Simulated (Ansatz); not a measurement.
The relaxed structure here is a generated cell of PbS: the first start was made by placing the elements on the sites of a structure type, and the end was not matched to a known phase here, so it may be hypothetical. Known forms of PbS include space group No. 225.

The end point of a relaxation of PbS. All values below come from r2SCAN (plane waves to 500 eV, PAW, scalar-relativistic; Ansatz, a program for electronic structure).

P6₃/mmc (No. 194), hP4; a = 5.0017 Å, b = 5.0017 Å, c = 5.9829 Å, α = 90.00°, β = 90.00°, γ = 120.00°.

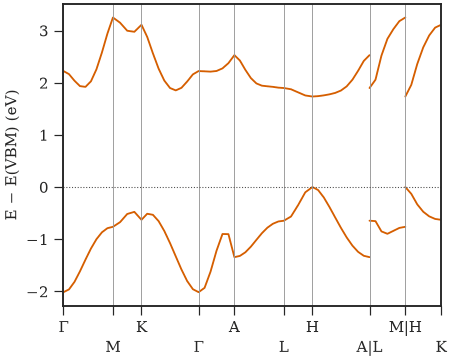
Figure. Highest filled and lowest empty band along the path of this cell's Brillouin zone

Q: Read off the gap and say whether it is direct.

A: 1.74 eV, direct at H (no spin-orbit coupling).

Q: How far does the top valence band disperse along this path?

A: About 2.0 eV.

No spin polarisation in the result. Without spin-orbit coupling the bands of the heavy element are not split, so the gap can be far off.

The run could not lower the symmetry of its start; a shaken copy of this end point relaxes with r2SCAN to Fm-3m (No. 225), 116 meV/atom lower.
